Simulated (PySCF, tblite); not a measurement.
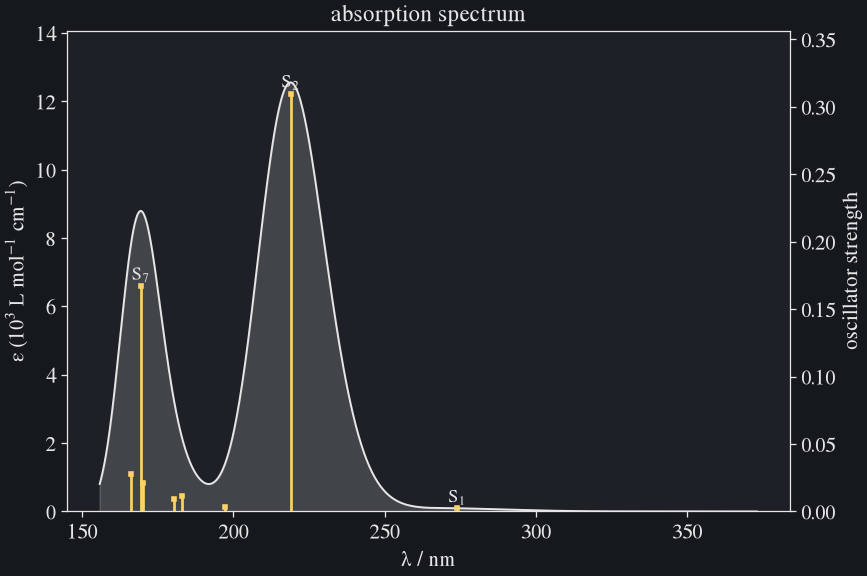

Vertical TDDFT excitations, ωB97X-D/def2-SVPD in PySCF 2.14.0, at a GFN2-xTB geometry (a minimum by its frequencies), gas phase. The lowest 8 singlet states are shown; each is broadened by a Gaussian of 1/e half-width 0.40 eV. Sticks give oscillator strengths (right axis).

Question: Which molecule gives this spectrum?
A. C₃H₅F₃SeSi, SMILES FC(F)(F)[Se]/C=C/[SiH3]
B. C₂H₉FSSi₂, SMILES C[SiH2][C@H](F)[SiH2]S
C. C₄H₁₀FNSi, SMILES N[Si]1(F)CCCC1
D. C₃H₁₀O₂SSi, SMILES CCO[Si@H](O)SC

Answer: Option A. Its lowest singlet lies at 4.52 eV (f = 0.002) and the brightest of those computed is S2 at 5.66 eV (219 nm), f = 0.310, mainly HOMO → LUMO+1 (88 %).

Caveats: the tight-binding geometry is rougher than a DFT one and adds to the error; spin-orbit coupling is left out, and with Se it can shift these levels and split any degenerate set; one conformer of a flexible molecule; core orbitals are frozen in the response.
